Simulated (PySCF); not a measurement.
Ge(H)(Et)(OMe)2, SMILES C[CH2][GeH]([O]C)[O]C (C4H12GeO2), GFN2-xTB optimised geometry. Atoms within 1.6 Å of the plane z = 0.0 Å (x, y, z in Å): Ge1 (-1.06, -0.61, 0.00), C2 (0.93, -0.61, 0.00), C3 (1.53, -1.99, -0.22), O4 (-1.80, 1.02, 0.00), C5 (-1.89, 1.89, 1.10), O6 (-1.50, -1.25, -1.57), H8 (-1.75, -1.39, 1.13), H9 (1.29, -0.19, 0.94), H10 (1.25, 0.07, -0.80), H11 (2.62, -1.93, -0.25), H12 (1.18, -2.40, -1.16), H13 (1.25, -2.66, 0.59), H15 (-2.62, 2.66, 0.83), H16 (-0.93, 2.37, 1.30).

Calculation: PBE0/def2-SVP run with PySCF. Cells within 0.4 Å of a nucleus heavier than hydrogen are left out (blank, or x).

Map of the HOMO−1 amplitude (bohr^(-3/2)) on the plane z = 0.0 Å; orbital energy -7.58 eV, overall sign arbitrary:

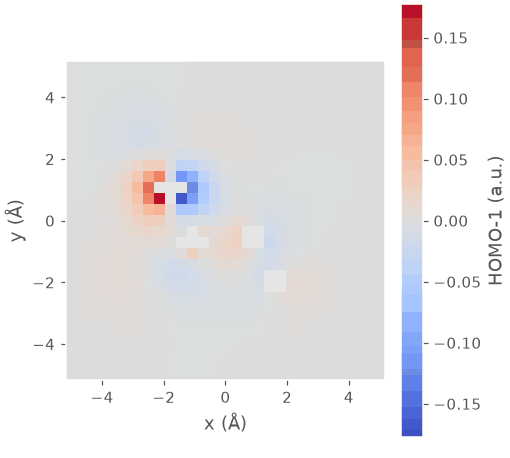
HOMO−1 amplitude (bohr^(-3/2)) on the plane z = 0.0 Å.
